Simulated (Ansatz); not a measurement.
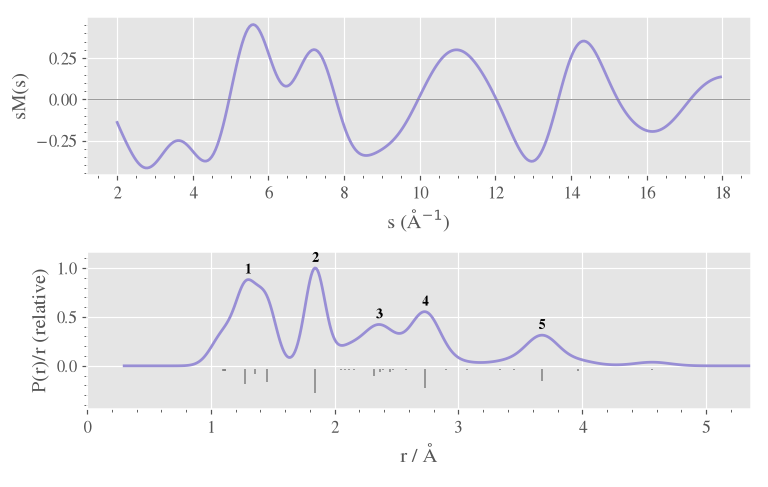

Simulated gas electron diffraction: reduced molecular intensity sM(s) from the Debye equation in the first Born approximation (top) and the radial distribution curve (bottom) of C2H5NS. Each pair of atoms contributes with weight ZᵢZⱼ/r (bars below the curve); damping constant 0.002 Å²; vibrational amplitudes assumed, not computed: 0.05 Å for bonds, 0.078 Å for bonds to H, 0.06 + 0.015 r up to 0.15 Å for other pairs. The geometry is the end point of an optimisation (Ansatz, RKS PBE/6-31G*); it may be a saddle point or a higher isomer. SMILES: C=NCS.

Assign the numbered peaks of the radial distribution curve (– bonded, ··· not bonded).

Peak 1, 1.30 Å: C–H 1.10–1.11 Å (×4), N–C 1.28–1.45 Å (×2), S–H 1.36 Å, not resolved
Peak 2, 1.84 Å: S–C 1.84 Å
Peak 3, 2.36 Å: N···H 2.11–2.16 Å (×2), C···C 2.32 Å, S···H 2.36–2.45 Å (×2), C···H 2.39–2.47 Å (×2), not resolved
Peak 4, 2.73 Å: S···N 2.73 Å
Peak 5, 3.67 Å: S···C 3.68 Å, S···H 3.96 Å, not resolved
